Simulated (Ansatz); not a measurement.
The figure comes from a scan of WSi2 (MoSi2 type, space group I4/mmm): a phonon pattern at Γ is frozen into a 3-atom cell, Q being the largest atomic displacement. Calculation: r2SCAN (plane waves to 500 eV, PAW, scalar-relativistic; Ansatz, an electronic-structure program). k mesh 20×20×20 (Γ-centred), Fermi-Dirac smearing 0.05 eV. With partly filled bands, energies and forces of such displacements shift with the k mesh and the smearing. Spin-orbit coupling is left out, though W is heavy. The PAW data are Ansatz's earlier set. WSi2 is run without spin polarisation. WSi2 was relaxed with its symmetry unable to fall. 

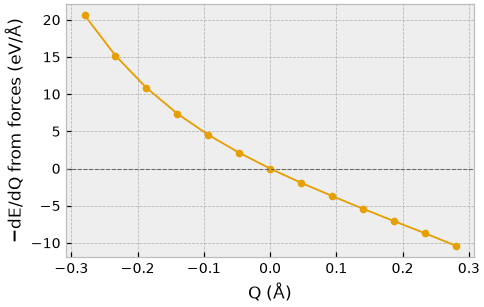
−dE/dQ from forces (eV/Å) against Q (Å); markers are the computed points, lines only join them.

List the plotted points as numbers.

To the nearest 0.5:

```
Q (Å)   −dE/dQ from forces (eV/Å)
------  -------------------------
-0.280                       20.5
-0.233                       15.0
-0.187                       11.0
-0.140                        7.5
-0.093                        4.5
-0.047                        2.0
0.000                         0.0
0.047                        -2.0
0.093                        -3.5
0.140                        -5.5
0.187                        -7.0
0.233                        -8.5
0.280                       -10.5
```

(For displaced atoms, the force is minus the slope of the energy, and its curvature is a force constant, which sets phonon frequencies.)
